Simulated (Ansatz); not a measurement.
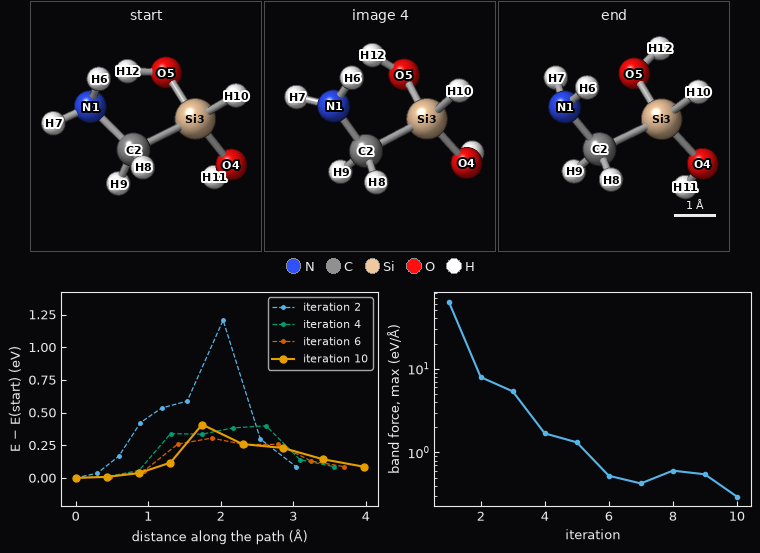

A search for the minimum-energy path of CH7NO2Si by the nudged elastic band. Images are numbered from 0 (start) to 8 (end). The plot follows the band through its iterations. The picture is a ball-and-stick view, seen at a tilt.

These are results of RKS r2SCAN/6-31G* in Ansatz 0.2.0, not measurements. Set-up: 7 movable images; climbing image; force threshold 0.03 eV/Å; iteration limit 10; starting path through a guess of the saddle point.

> Judge this run.

The result isn't final. The band hadn't converged when the run stopped after 10 iterations. The largest component of the band force went from 64 to 0.3 eV/Å. The barrier read from it is provisional: over the last two iterations the highest image moved from 0.37 eV to 0.41 eV. The iteration limit was low. The first iteration put the highest image at 12.70 eV. The highest point, image 4, lies 0.41 eV above the start and 0.32 eV above the end; the end is at +0.09 eV relative to the start.
